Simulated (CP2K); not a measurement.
**C2H2ClOSi (SMILES [C]#C[SiH](O)Cl): MNDO**

Aim: the energy difference between two shapes of C2H2ClOSi at MNDO, from 2 runs. 

Program for the calculation: CP2K 2026.2.

2 further runs of the same task are left out: 1 that didn't finish, 1 set aside as unsound or not needed.

### Step 1. Starting point

C2H2ClOSi has 7 atoms, charge 0, and is taken as a doublet. SMILES: `[C]#C[SiH](O)Cl`. The coordinates come from a GFN2-xTB relaxation. This is one conformer, not always the lowest.

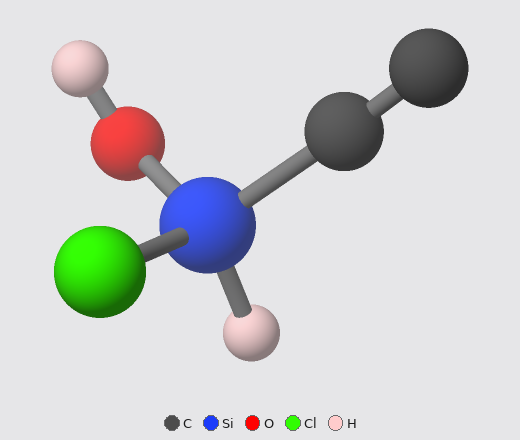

The structure, seen from a chosen angle (carbon dark grey, silicon blue, oxygen red, chlorine green, hydrogen pink).

### Step 2. Energy and gradient at MNDO

molecule.xyz reads:

```xyz
7

C      0.568760    -2.133470     1.530620
C      0.338420    -1.085230     0.996240
Si    -0.003230     0.518580     0.096240
O     -1.080260     0.307010    -1.088520
Cl     1.780440     1.135110    -0.624360
H     -0.660460     1.477090     0.962610
H     -0.943670    -0.219080    -1.872840
```

molecule.inp reads:

```
&GLOBAL
  PROJECT molecule
  RUN_TYPE ENERGY_FORCE
  PRINT_LEVEL MEDIUM
&END GLOBAL
&FORCE_EVAL
  METHOD Quickstep
  &DFT
    CHARGE 0
    MULTIPLICITY 2
    UKS T
    # Quickstep
    &QS
      METHOD MNDO
      EPS_DEFAULT 1.0E-10
      &SE
        &COULOMB
          CUTOFF [angstrom] 50
          RC_RANGE [angstrom] 0
        &END COULOMB
        &EXCHANGE
          CUTOFF [angstrom] 50
          RC_RANGE [angstrom] 0
        &END EXCHANGE
      &END SE
    &END QS
    &POISSON
      PERIODIC NONE
      POISSON_SOLVER ANALYTIC
    &END POISSON
    # SCF settings
    &SCF
      SCF_GUESS ATOMIC
      EPS_SCF 1.0E-06
      MAX_SCF 80
      ADDED_MOS 4
      &DIAGONALIZATION
        ALGORITHM STANDARD
      &END DIAGONALIZATION
      &MIXING
        METHOD DIRECT_P_MIXING
        ALPHA 0.4
      &END MIXING
    &END SCF
    &PRINT
      &MOMENTS
        PERIODIC F
        REFERENCE COM
        MAX_MOMENT 1
      &END MOMENTS
      &MO ON
        ENERGIES T
        OCCUPATION_NUMBERS T
        NDIGITS 6
        &EACH
          QS_SCF 0
        &END EACH
        ADD_LAST NUMERIC
      &END MO
      &HIRSHFELD OFF
      &END HIRSHFELD
    &END PRINT
  &END DFT
  &SUBSYS
    &CELL
      ABC [angstrom] 12.9 13.6 13.4
      PERIODIC NONE
    &END CELL
    &TOPOLOGY
      COORD_FILE_NAME molecule.xyz
      COORD_FILE_FORMAT XYZ
      &CENTER_COORDINATES
      &END CENTER_COORDINATES
    &END TOPOLOGY
  &END SUBSYS
  # extra output
  &PRINT
    &FORCES ON
    &END FORCES
  &END PRINT
&END FORCE_EVAL
```

On the command line:

```console
OMP_NUM_THREADS=1 cp2k.psmp -i molecule.inp -o molecule.out
```

Output:

```text
CP2K| version string:                                       CP2K version 2026.2
[...]
 GLOBAL| Method name                                                        CP2K
[...]
 GLOBAL| Run type                                                   ENERGY_FORCE
[...]
                             - Atoms:                                          7
[...]
                             - Spherical basis functions:                     22
[...]
 Number of electrons:                                                         14
[...]
     1 P_Mix/Diag. 0.40E+00    0.0     0.47543328       -32.9052776202 -3.29E+01
[...]
    27 DIIS/Diag.  0.24E-06    0.0     0.00000063       -38.4414734881  6.89E-13
  *** SCF run converged in    27 steps ***
  Core-core repulsion energy [eV]:                           1567.28742556362408
  Core Hamiltonian energy [eV]:                             -1729.71288279038322
  Two-electron integral energy [eV]:                        -1767.24046773707732
  Electronic energy [eV]:                                   -2613.33311665892188
  Total energy [eV]:                                        -1046.04569109529780
  Atomic reference energy [eV]:                              1046.51913678099413
  Heat of formation [kcal/mol]:                                10.91791774583287
[...]
 SE_DIPOLE| Moment [Debye]          1.30843084       1.03547929      -0.03499512
 SE_DIPOLE| Derivative [a.u.]       0.00000000       0.00000000       0.00000000
 ENERGY| Total FORCE_EVAL ( QS ) energy [hartree]            -38.441473488063309
 FORCES| Atomic forces [hartree/bohr]
 FORCES|   Atom     x               y               z               |f|
 FORCES|      1 -2.86256680E-05 -7.89807579E-05  1.93996421E-03   1.94178231E-03
 FORCES|      2 -1.13140835E-02  5.11636377E-02 -3.43659747E-02   6.26637577E-02
 FORCES|      3 -3.13489542E-02 -4.42655084E-02  7.76706656E-02   9.47360778E-02
 FORCES|      4  1.15383761E-04 -2.03317495E-02 -3.76314543E-02   4.27728851E-02
 FORCES|      5  3.16616891E-02  1.32125722E-02 -1.44253313E-02   3.72172649E-02
 FORCES|      6  1.72038830E-02 -1.33136261E-02 -1.28845578E-02   2.52831576E-02
 FORCES|      7 -6.28929254E-03  1.36136548E-02  1.96966883E-02   2.47557332E-02
 FORCES| Sum    -5.55111512E-17 -1.66533454E-16 -1.11022302E-16
 FORCES| Total atomic force                                       2.07703709E-16
[...]
```

Wall time 0.49 s (1 thread of Arm Neoverse N1, shared host); peak memory 0.14 GiB.

### Step 3. The distorted shape at the same level

molecule.xyz reads:

```xyz
7

C      0.602233    -2.123339     1.537648
C      0.334830    -1.094608     0.990500
Si     0.010051     0.519066     0.122476
O     -1.092974     0.316686    -1.101213
Cl     1.776837     1.117789    -0.575472
H     -0.665014     1.497056     0.941288
H     -0.943093    -0.244739    -1.876804
```

mol.inp reads:

```
&global
  project mol
  run_type ENERGY_FORCE
  print_level MEDIUM
&end global

&force_eval
  method QS
  &dft
    multiplicity 2
    lsd T
    &qs
      method MNDO
      eps_default 1.0E-10
      &se
        &coulomb
          cutoff [angstrom] 50
          rc_range [angstrom] 0
        &end coulomb
        &exchange
          cutoff [angstrom] 50
          rc_range [angstrom] 0
        &end exchange
      &end se
    &end qs
    # cluster boundary conditions
    &poisson
      periodic NONE
      poisson_solver ANALYTIC
    &end poisson
    &scf
      scf_guess ATOMIC
      eps_scf 1.0E-06
      max_scf 80
      added_mos 4
      &diagonalization
        algorithm STANDARD
      &end diagonalization
      &mixing
        method DIRECT_P_MIXING
        alpha 0.4
      &end mixing
    &end scf
    &print
      &moments
        periodic F
        reference COM
        max_moment 1
      &end moments
      &mo ON
        energies T
        occupation_numbers T
        ndigits 6
        &each
          qs_scf 0
        &end each
        add_last NUMERIC
      &end mo
      &hirshfeld OFF
      &end hirshfeld
    &end print
  &end dft
  &subsys
    &cell
      abc 12.9 13.6 13.4
      periodic NONE
    &end cell
    &topology
      coord_file_name molecule.xyz
      coord_file_format XYZ
      &center_coordinates
      &end center_coordinates
    &end topology
  &end subsys
  &print
    &forces ON
    &end forces
  &end print
&end force_eval
```

On the command line:

```console
OMP_NUM_THREADS=1 cp2k.psmp -i mol.inp -o mol.out
```

Output:

```text
CP2K| version string:                                       CP2K version 2026.2
[...]
 GLOBAL| Method name                                                        CP2K
[...]
 GLOBAL| Run type                                                   ENERGY_FORCE
[...]
                             - Atoms:                                          7
[...]
                             - Spherical basis functions:                     22
[...]
 Number of electrons:                                                         14
[...]
     1 P_Mix/Diag. 0.40E+00    0.0     0.46849484       -32.9266515546 -3.29E+01
[...]
    24 DIIS/Diag.  0.22E-06    0.0     0.00000070       -38.4394221863 -4.27E-12
  *** SCF run converged in    24 steps ***
  Core-core repulsion energy [eV]:                           1566.00045848400146
  Core Hamiltonian energy [eV]:                             -1728.37533920095029
  Two-electron integral energy [eV]:                        -1767.22998323747265
  Electronic energy [eV]:                                   -2611.99033081968673
  Total energy [eV]:                                        -1045.98987233568505
  Atomic reference energy [eV]:                              1046.51913678099413
  Heat of formation [kcal/mol]:                                12.20512902378647
[...]
 SE_DIPOLE| Moment [Debye]          0.98805188       1.06529486      -0.33584409
 SE_DIPOLE| Derivative [a.u.]       0.00000000       0.00000000       0.00000000
 ENERGY| Total FORCE_EVAL ( QS ) energy [hartree]            -38.439422186301918
 FORCES| Atomic forces [hartree/bohr]
 FORCES|   Atom     x               y               z               |f|
 FORCES|      1  2.53999174E-04 -6.29846873E-03  3.97843636E-03   7.45407136E-03
 FORCES|      2 -1.07227579E-02  5.72184298E-02 -3.28172060E-02   6.68273541E-02
 FORCES|      3 -6.36072006E-02 -5.17628085E-02  5.22630761E-02   9.72455317E-02
 FORCES|      4  2.01796440E-02 -2.54184886E-02 -2.70207599E-02   4.22307833E-02
 FORCES|      5  4.35710546E-02  1.72556029E-02 -1.88420920E-02   5.05095740E-02
 FORCES|      6  1.73700396E-02 -1.36311047E-02 -9.24145004E-03   2.39359498E-02
 FORCES|      7 -7.04477888E-03  2.26368378E-02  3.16799955E-02   3.95686423E-02
 FORCES| Sum     4.02455846E-16 -6.10622664E-16 -2.22044605E-16
 FORCES| Total atomic force                                       7.64286957E-16
[...]
```

Run time: 0.46 s. Hardware: 1 thread of Arm Neoverse N1, shared host; peak memory 0.14 GiB.

### Step 4. Results

At MNDO:

```
                                                  quantity          value
                                 first shape: total energy   -38.44147 Eh
                                first shape: dipole moment         1.67 D
           first shape: HOMO energy (highest over α and β)      -11.40 eV
            first shape: LUMO energy (lowest over α and β)       -1.39 eV
    first shape: heat of formation at this unrelaxed shape  10.9 kcal/mol
                     first shape: largest force on an atom     4.872 eV/Å
                             distorted shape: total energy   -38.43942 Eh
                            distorted shape: dipole moment         1.49 D
       distorted shape: HOMO energy (highest over α and β)      -11.48 eV
        distorted shape: LUMO energy (lowest over α and β)       -1.43 eV
distorted shape: heat of formation at this unrelaxed shape  12.2 kcal/mol
                 distorted shape: largest force on an atom     5.001 eV/Å
                    energy change with the atoms displaced       0.056 eV
```

With the atoms displaced the energy rises by 0.06 eV (1.3 kcal/mol). The first shape isn't relaxed at this level, so the change isn't measured from a minimum. The largest force (first shape) is 4.87 eV/Å: the shape isn't a stationary point for this species at this level.
